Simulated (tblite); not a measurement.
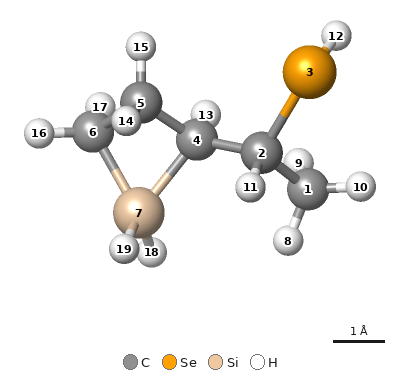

This is the input geometry for a relaxation of C₅H₁₂SeSi. Style: ball-and-stick. Shown at a tilt.

Method: tblite 0.8.0, GFN2-xTB geometry optimisation, gas phase.

```xyz
19

C     1.7407    0.3940   -1.3436
C     1.0402   -0.6375   -0.4696
Se    2.3961   -1.3958    0.6961
C    -0.0650    0.0888    0.2340
C    -0.9266   -0.6938    1.1973
C    -1.9593    0.4352    1.0412
Si   -1.5902    0.4006   -0.7718
H     1.0621    0.5890   -2.1770
H     1.7603    1.3241   -0.7054
H     2.7336    0.0953   -1.6363
H     0.5827   -1.4240   -1.1321
H     3.1732   -0.2650    1.3314
H     0.2918    1.0148    0.7331
H    -1.3592   -1.6310    0.8516
H    -0.5956   -0.6996    2.2525
H    -2.9970    0.1539    1.3033
H    -1.6307    1.3713    1.5444
H    -1.5308    1.6493   -1.4831
H    -2.1364   -0.7604   -1.4733
```

**Predict the outcome.**

After 99 geometry steps the energy has fallen by 130.6 kJ/mol. The largest move after the best rigid fit is that of H17, 1.11 Å. By element the largest moves are H 1.11 Å, C 0.45 Å, Si 0.41 Å, Se 0.18 Å. Some distances before and after: C2–Se3 1.942 → 2.016 Å, C4–Si7 1.853 → 1.926 Å, Se3–H12 1.512 → 1.447 Å, C6–Si7 1.851 → 1.908 Å. Bond angles that change, for instance: C2–Se3–H12 108.6° → 94.5°, C4–C5–C6 86.4° → 100.1°, Se3–C2–H11 111.4° → 102.0°. Groups turn about C4–Si7 by about 30°, C4–C5 by about 30°, C5–C6 by about 30°.

History of the run:

| step | E − E(0), kJ/mol |
| --- | --- |
| 0 | 0.00 |
| 1 | -34.29 |
| 2 | -54.68 |
| 3 | -73.76 |
| 4 | -82.55 |
| 5 | -88.49 |
| 6 | -92.20 |
| 7 | -95.20 |
| 8 | -97.40 |
| 9 | -98.88 |
| 10 | -99.88 |
| 15 | -107.62 |
| 19 | -113.60 |
| 24 | -122.88 |
| 29 | -126.45 |
| 33 | -127.68 |
| 38 | -128.47 |
| 43 | -128.98 |
| 47 | -129.34 |
| 52 | -129.74 |
| 57 | -130.09 |
| 62 | -130.33 |
| 66 | -130.40 |
| 71 | -130.44 |
| 76 | -130.46 |
| 80 | -130.47 |
| 85 | -130.51 |
| 90 | -130.54 |
| 94 | -130.56 |
| 99 | -130.58 |

Final geometry:

```xyz
19

C     1.7708    0.1415   -1.5295
C     1.0339   -0.5966   -0.4285
Se    2.3613   -1.3866    0.8676
C     0.0303    0.2690    0.2877
C    -0.8295   -0.4417    1.3529
C    -2.2287    0.0774    0.9632
Si   -1.5556    0.7951   -0.6713
H     1.0581    0.4862   -2.2780
H     2.2925    1.0088   -1.1272
H     2.4990   -0.5070   -2.0121
H     0.5493   -1.4919   -0.8317
H     2.8736   -0.1055    1.3020
H     0.5505    1.1279    0.7215
H    -0.7629   -1.5235    1.2347
H    -0.5406   -0.2005    2.3753
H    -2.9855   -0.7014    0.9063
H    -2.5914    0.8286    1.6623
H    -1.7018    2.2252   -0.9319
H    -1.8333    0.0042   -1.8705
```

After the run, drawn alike:

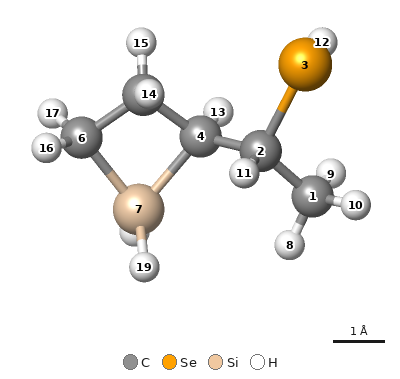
